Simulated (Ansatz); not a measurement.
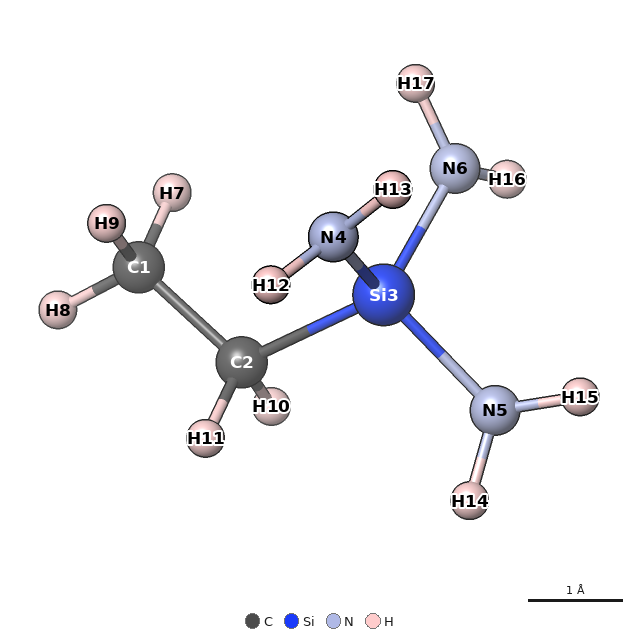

Orthographic view. Depth is shown by fading: the farther an atom, the more it takes the colour of the background. The geometry was computed by an optimisation with PBE0-D4/def2-TZVP. No frequency run is at hand to confirm it as a minimum.

Write a MOL file (V2000) with the atoms in numerical order, bonds sorted by atom number with the orders drawn, and coordinates in the frame of the picture: x right, y up, z towards the viewer, origin at the mean position.

```
C2H11N3Si
                    3D

 17 16  0  0  0  0  0  0  0  0999 V2000
   -1.9800    0.2500   -0.8400 C   0  0  0  0  0  0  0  0  0  0  0  0
   -0.8800   -0.7700   -0.5600 C   0  0  0  0  0  0  0  0  0  0  0  0
    0.6500   -0.0400    0.2600 Si  0  0  0  0  0  4  0  0  0  0  0  0
    0.1100    0.5800    1.7700 N   0  0  0  0  0  0  0  0  0  0  0  0
    1.8400   -1.2800    0.1700 N   0  0  0  0  0  0  0  0  0  0  0  0
    1.4100    1.3100   -0.4600 N   0  0  0  0  0  0  0  0  0  0  0  0
   -1.6200    1.0500   -1.4900 H   0  0  0  0  0  0  0  0  0  0  0  0
   -2.8500   -0.2000   -1.3200 H   0  0  0  0  0  0  0  0  0  0  0  0
   -2.3200    0.7200    0.0900 H   0  0  0  0  0  0  0  0  0  0  0  0
   -0.5600   -1.2400   -1.5000 H   0  0  0  0  0  0  0  0  0  0  0  0
   -1.2600   -1.5800    0.0600 H   0  0  0  0  0  0  0  0  0  0  0  0
   -0.5600    0.0700    2.3300 H   0  0  0  0  0  0  0  0  0  0  0  0
    0.7400    1.0900    2.3700 H   0  0  0  0  0  0  0  0  0  0  0  0
    1.5700   -2.2500    0.2400 H   0  0  0  0  0  0  0  0  0  0  0  0
    2.7500   -1.1400    0.5800 H   0  0  0  0  0  0  0  0  0  0  0  0
    1.9700    1.2000   -1.2900 H   0  0  0  0  0  0  0  0  0  0  0  0
    0.9900    2.2200   -0.4100 H   0  0  0  0  0  0  0  0  0  0  0  0
  1  2  1  0
  1  7  1  0
  1  8  1  0
  1  9  1  0
  2  3  1  0
  2 10  1  0
  2 11  1  0
  3  4  1  0
  3  5  1  0
  3  6  1  0
  4 12  1  0
  4 13  1  0
  5 14  1  0
  5 15  1  0
  6 16  1  0
  6 17  1  0
M  END
```
